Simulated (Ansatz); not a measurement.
# [BH3]− (SMILES [BH3-]) at 6 levels

We compute a comparison of 6 runs (UPBE/3-21G, UPBE0/3-21G, U-r2SCAN/6-31G*, UPBE0/6-31G*, RPA@PBE/3-21G, UCCSD/3-21G) of [BH3]−. 

Program for the calculation: Ansatz 0.2.0.

2 further runs of the same task are left out: 2 set aside as unsound or not needed.

### 1 The molecule

The species is [BH3]− (4 atoms), meant as a doublet with charge -1. As SMILES, `[BH3-]`. The H3–B1 distance was set to 1.880 Å, away from the relaxed value. At this shape a bond of the SMILES string is far longer than usual.

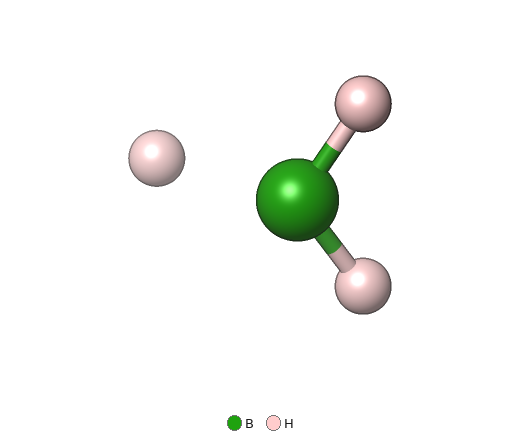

The structure, seen from a chosen angle (boron green, hydrogen pink).

### 2 The energy at UPBE/3-21G (run 1)

Input file job.yaml:

```yaml
crystal:
  periodic: [false, false, false]
  atoms:
    - {symbol: B, position_ang: [0.365271, 0.524574, -0.409904]}
    - {symbol: H, position_ang: [1.131921, 1.014464, 0.452386]}
    - {symbol: H, position_ang: [-0.279230, -1.161080, 0.118390]}
    - {symbol: H, position_ang: [-0.573429, 1.307764, -0.689184]}
basis:
  gaussian:
    orbitals: 3-21G.json
total_charge: -1
magnetization:
  spin_polarized: true
  initial_magnetization: 1
hamiltonian:
  xc: {name: PBE}
accuracy: high
```

The basis set 3-21G is read from a file made from the Basis Set Exchange's data (not shown).

The run is started by

```bash
ansatz run job.yaml --threads 1 --pin off --max-ram 2610MiB --events-out events.jsonl --progress --plain --runs-dir runs
```

Output:

```text
Warning: RAYON_NUM_THREADS=1 ignored (pool sized by the plan → 1); use --threads N
Functional definition: PBE
  name "PBE"
  parameter kappa = 0.804
  parameter beta = 0.06672455060314922
  exchange = pbe_x(kappa = kappa, mu = beta*pi^2/3)
  correlation = pbe_c(beta = beta)
292 factors; integrals over basis functions are off by at most 3.1e-9 eV
mean field evaluation 1: about -715.7917 eV, gradient 4.4e0 eV
mean field evaluation 2: about -715.5725 eV, gradient 6.5e0 eV
mean field evaluation 4: about -716.0141 eV, gradient 1.9e-1 eV
mean field evaluation 8: about -715.9964 eV, gradient 3.9e-3 eV
mean field evaluation 16: about -715.9964 eV, gradient 3.6e-7 eV
mean field -715.99636127 eV, -26.3123809570 hartree, gradient 8.5e-8 eV, S^2 0.754973; 0 other end points of the search recorded, 0 dependent functions left out
reference -715.99636322 eV, -26.3123810286 hartree; 5, 4 occupied and 10, 11 virtual orbitals, 292 factors
Total energy: -715.99636322 eV, -26.3123810286 hartree
```

It took 0.78 s on 1 thread of Arm Neoverse V1, shared host; peak memory 0.1 GiB.

### 3 The energy at UPBE0/3-21G (run 2)

Input file input.yaml:

```yaml
basis:
  gaussian: {orbitals: 3-21G.json}
crystal:
  periodic: [false, false, false]
  atoms:
    - {symbol: B, position_ang: [0.365271, 0.524574, -0.409904]}
    - {symbol: H, position_ang: [1.131921, 1.014464, 0.452386]}
    - {symbol: H, position_ang: [-0.279230, -1.161080, 0.118390]}
    - {symbol: H, position_ang: [-0.573429, 1.307764, -0.689184]}
total_charge: -1
magnetization: {spin_polarized: true, initial_magnetization: 1}
hamiltonian: {xc: {name: PBE0}}
accuracy: high
```

The basis set 3-21G is read from a file made from the Basis Set Exchange's data (not shown).

The run is started by

```bash
ansatz run input.yaml --threads 1 --pin off --max-ram 2610MiB --events-out events.jsonl --progress --plain --runs-dir runs
```

Output:

```text
Warning: RAYON_NUM_THREADS=1 ignored (pool sized by the plan → 1); use --threads N
Functional definition: PBE0
  name "PBE0"
  parameter a = 0.25
[... 2 set-up lines as earlier in the session ...]
  exchange = (1 - a)*pbe_x(kappa = kappa, mu = beta*pi^2/3) + a*exact_x
[... 1 set-up line as earlier in the session ...]
292 factors; integrals over basis functions are off by at most 3.1e-9 eV
mean field evaluation 1: about -715.9925 eV, gradient 4.7e0 eV
mean field evaluation 2: about -716.1320 eV, gradient 4.3e0 eV
mean field evaluation 4: about -716.3082 eV, gradient 2.1e-1 eV
mean field evaluation 8: about -716.2947 eV, gradient 1.4e-2 eV
mean field evaluation 16: about -716.2947 eV, gradient 9.4e-7 eV
mean field -716.29474412 eV, -26.3233463244 hartree, gradient 6.4e-9 eV, S^2 0.756070; 0 other end points of the search recorded, 0 dependent functions left out
reference -716.29474559 eV, -26.3233463783 hartree; 5, 4 occupied and 10, 11 virtual orbitals, 292 factors
Total energy: -716.29474559 eV, -26.3233463783 hartree
```

Wall time 0.87 s (1 thread of Arm Neoverse V1, shared host); peak memory 0.1 GiB.

Runs 3 to 4 aren't shown in full; the table further down has their settings and results.

### 4 The energy at RPA@PBE/3-21G (run 5)

Input file in.yaml:

```yaml
crystal:
  periodic: [false, false, false]
  atoms:
    - symbol: B
      position_ang: [0.365271, 0.524574, -0.409904]
    - symbol: H
      position_ang: [1.131921, 1.014464, 0.452386]
    - symbol: H
      position_ang: [-0.279230, -1.161080, 0.118390]
    - symbol: H
      position_ang: [-0.573429, 1.307764, -0.689184]
basis:
  gaussian:
    orbitals: 3-21G.json
total_charge: -1
magnetization:
  spin_polarized: true
  initial_magnetization: 1
hamiltonian:
  xc: {name: PBE}
correlation:
  method: rpa
  frozen_orbitals: {B: 1, H: 0}
accuracy: high
```

The basis set 3-21G is read from a file made from the Basis Set Exchange's data (not shown).

The run is started by

```bash
ansatz run in.yaml --threads 1 --pin off --max-ram 2610MiB --events-out events.jsonl --progress --plain --runs-dir runs
```

Output (excerpt; [...] marks lines left out):

```text
Warning: RAYON_NUM_THREADS=1 ignored (pool sized by the plan → 1); use --threads N
[... 6 set-up lines as earlier in the session ...]
292 factors; integrals over basis functions are off by at most 3.1e-9 eV
mean field evaluation 1: about -715.7917 eV, gradient 4.4e0 eV
mean field evaluation 2: about -715.7727 eV, gradient 4.4e0 eV
mean field evaluation 4: about -715.9890 eV, gradient 8.7e-1 eV
mean field evaluation 8: about -715.9963 eV, gradient 1.7e-2 eV
mean field evaluation 16: about -715.9964 eV, gradient 2.1e-6 eV
mean field -715.99636127 eV, -26.3123809570 hartree, gradient 8.6e-8 eV, S^2 0.754973; 0 other end points of the search recorded, 0 dependent functions left out
1 core orbitals not correlated: weight in the atoms' cores, before any rotation towards them, 1.000 or more for the frozen orbitals, at most 0.000 for the correlated occupied ones
reference -710.77980178 eV, -26.1206759317 hartree; 4, 3 occupied and 10, 11 virtual orbitals, 292 factors
Total energy: -714.62725408 eV, -26.2620671959 hartree
```

It took 0.91 s on 1 thread of Arm Neoverse V1, shared host; peak memory 0.1 GiB.

### 5 A single-point energy at UCCSD/3-21G (run 6)

Changes to in.yaml since step 4:

```diff
@@ -1 +1,4 @@
+basis:
+  gaussian:
+    orbitals: 3-21G.json
 crystal:
@@ -11,5 +14,2 @@
       position_ang: [-0.573429, 1.307764, -0.689184]
-basis:
-  gaussian:
-    orbitals: 3-21G.json
 total_charge: -1
@@ -18,7 +18,7 @@
   initial_magnetization: 1
-hamiltonian:
-  xc: {name: PBE}
 correlation:
-  method: rpa
+  method: ccsd
   frozen_orbitals: {B: 1, H: 0}
 accuracy: high
+scf:
+  omitted_lower_state_checks: [cluster_reference, increment]
```

The basis set 3-21G is read from a file made from the Basis Set Exchange's data (not shown).

The run is started by

```bash
ansatz run in.yaml --threads 1 --pin off --max-ram 2610MiB --events-out events.jsonl --progress --plain --runs-dir runs
```

Output:

```text
Warning: RAYON_NUM_THREADS=1 ignored (pool sized by the plan → 1); use --threads N
[... 12 lines left out ...]
1 core orbitals not correlated: weight in the atoms' cores, before any rotation towards them, 1.000 or more for the frozen orbitals, at most 0.000 for the correlated occupied ones
[... 26 lines left out ...]
Total energy: -713.23398034 eV, -26.2108653302 hartree
Checks for a lower state left out: cluster_reference, increment
```

Wall time 0.16 s (1 thread of Arm Neoverse V1, shared host).

### 6 Overview of the runs

```tsv
run	level	frozen core orbitals	energy (Eh)	⟨S²⟩	wall time
1	UPBE/3-21G	–	-26.312381	0.755	0.78 s
2	UPBE0/3-21G	–	-26.323346	0.756	0.87 s
3	U-r2SCAN/6-31G* (spherical functions)	–	-26.492771	0.758	2.3 s
4	UPBE0/6-31G* (spherical functions)	–	-26.468587	0.755	1 s
5	RPA@PBE/3-21G	1	-26.262067	0.755	0.91 s
6	UCCSD/3-21G	1	-26.210865	0.792	0.16 s
```

### 7 Summary of results

```
                                         quantity         value
                              run 6: total energy  -26.21087 Eh
run 6: correlation energy (1 core orbital frozen)     -83.3 mEh
         run 6: ⟨S²⟩ of the reference determinant         0.792
                             run 6: T1 diagnostic         0.025
```

**Reading.** Totals of different functionals can't be ranked against each other. All runs together took 6 s, the longest 2.3 s.
